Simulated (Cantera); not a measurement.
A closed system holds: 1 mol SiHCl3, 6.6 mol N2, 4.9 mol H2, equilibrated at 6.50 Pa.

Equilibrium computed with Cantera from the NASA thermochemical tables; the gas is ideal and each condensed phase is pure. Candidate condensed phases: NH4Cl, Si, Si3N4; 28 gas species. N2 is the only nitrogen source here; it is nearly inert below about 1500 K, so the nitride shown seldom forms there in practice. The tables' values for SiCl, SiCl3, SiN are old estimates; treat these amounts as uncertain. Kinetics and transport are ignored.

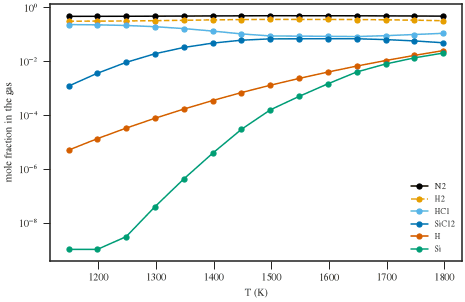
*Equilibrium gas composition (values under 1e-9 drawn at 1e-9)*

### Question
Read off the mole fractions at 1198 K.

### Answer
N2 about 0.46, H2 about 0.31, HCl about 0.22, SiCl2 about 0.0035, H about 1.3e-5.
